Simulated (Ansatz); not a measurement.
System: Cl2H18Sn14 (Sn14H20 off sphere) (charge −1, doublet).

Input

```
crystal:
  periodic: [false, false, false]
  atoms:
    - {symbol: Sn, position_ang: [0.915700, -4.031901, 0.941261]}
    - {symbol: Sn, position_ang: [-2.403857, 2.413276, -2.441162]}
    - {symbol: Sn, position_ang: [0.795907, -0.792799, -2.324984]}
    - {symbol: Sn, position_ang: [-2.423807, -0.725007, 0.832508]}
    - {symbol: Sn, position_ang: [0.801179, -0.825334, 4.047549]}
    - {symbol: Sn, position_ang: [0.721897, 2.420868, 0.836449]}
    - {symbol: Sn, position_ang: [4.008299, -0.927046, 0.953221]}
    - {symbol: Sn, position_ang: [-4.074568, 0.813370, -0.853363]}
    - {symbol: Sn, position_ang: [-0.773778, -2.434100, -0.672479]}
    - {symbol: Sn, position_ang: [2.678087, -2.695702, 2.725934]}
    - {symbol: Sn, position_ang: [-0.777074, 0.785097, -4.042323]}
    - {symbol: Sn, position_ang: [-0.805579, 4.080579, -0.849076]}
    - {symbol: Sn, position_ang: [2.434043, 0.773232, -0.665857]}
    - {symbol: Sn, position_ang: [-0.917000, 0.911777, 2.556879]}
    - {symbol: Cl, position_ang: [-3.780527, 3.785885, -3.887401]}
    - {symbol: Cl, position_ang: [4.529493, -4.396541, 2.973033]}
    - {symbol: H, position_ang: [1.712535, -5.075807, -0.188232]}
    - {symbol: H, position_ang: [-0.184019, -5.079364, 1.779652]}
    - {symbol: H, position_ang: [1.779718, -1.783521, -3.352544]}
    - {symbol: H, position_ang: [-3.515492, -1.708406, 1.755281]}
    - {symbol: H, position_ang: [-0.268974, -1.668081, 5.135850]}
    - {symbol: H, position_ang: [1.655909, 0.234803, 5.135810]}
    - {symbol: H, position_ang: [1.704926, 3.505016, 1.768396]}
    - {symbol: H, position_ang: [5.046793, -1.733705, -0.172759]}
    - {symbol: H, position_ang: [5.061019, 0.158130, 1.802425]}
    - {symbol: H, position_ang: [-5.095015, -0.133154, -1.876848]}
    - {symbol: H, position_ang: [-5.132014, 1.831418, 0.057776]}
    - {symbol: H, position_ang: [-1.808066, -3.390997, -1.693610]}
    - {symbol: H, position_ang: [-1.761063, -0.176060, -5.086560]}
    - {symbol: H, position_ang: [0.194590, 1.768247, -5.077789]}
    - {symbol: H, position_ang: [0.152748, 5.093909, -1.868543]}
    - {symbol: H, position_ang: [-1.820679, 5.144982, 0.056915]}
    - {symbol: H, position_ang: [3.395003, 1.806264, -1.682835]}
    - {symbol: H, position_ang: [-2.043836, 2.039171, 3.278925]}
basis:
  gaussian: {orbitals: def2-SVP, fitting: {mean_field: def2-universal-jkfit}, initial_orbitals: start.molden}
total_charge: -1
magnetization: {spin_polarized: true, initial_magnetization: 1}
hamiltonian: {xc: pbe0, dispersion: d4}
scf: {omitted_lower_state_checks: [starts]}
output: {orbitals: {seedname: orbitals}}
```

Run with:

```sh
ansatz run in.yaml --threads 2 --pin off --events-out ev --progress --plain --max-ram 32768MiB --backend cuda --devices 0, --max-vram 18GiB
```

Geometry: r2SCAN-D4/def2-SVP; core potentials replace the inner electrons of Sn.

Theory: UKS PBE0-D4/def2-SVP in Ansatz.

What will maps of the electron density, electron localisation function and spin density show?

Answer. Sn–Cl (2.42 Å): the density is about 0.47 e/Å³ at the midpoint; the ELF peaks at about 0.80 in the valence shell of Cl, 0.8 Å from its nucleus, and drops to about 0.15 between the two atoms.
Sn–Sn (2.80 Å): the density is about 0.39 e/Å³ at the midpoint; the ELF peaks at about 0.70 between the atoms.
Sn–H (1.73 Å): ρ at the midpoint is about 1.1 e/Å³; the ELF climbs to about 1 towards the hydrogen.
Sn–Cl (2.53 Å): ρ at the midpoint is about 0.39 e/Å³; the ELF peaks at about 0.85 in the valence shell of Cl, 0.8 Å from its nucleus, and drops to about 0.15 between the two atoms.
The unpaired spin (1 electron) lies mostly on Sn10 (about 0.3), Sn5 (about 0.2), Cl16 (about 0.2) and Sn14 (about 0.1), in electrons by Hirshfeld's partition.

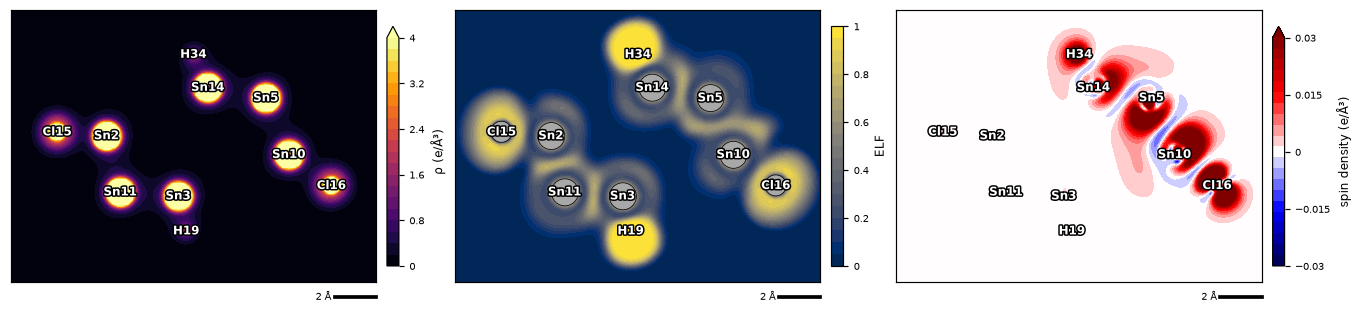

Computed electron density, electron localisation function and spin density on the plane of atoms Sn11, Sn3 and H19, in this order. Grey discs cover the atomic cores in the ELF map. 
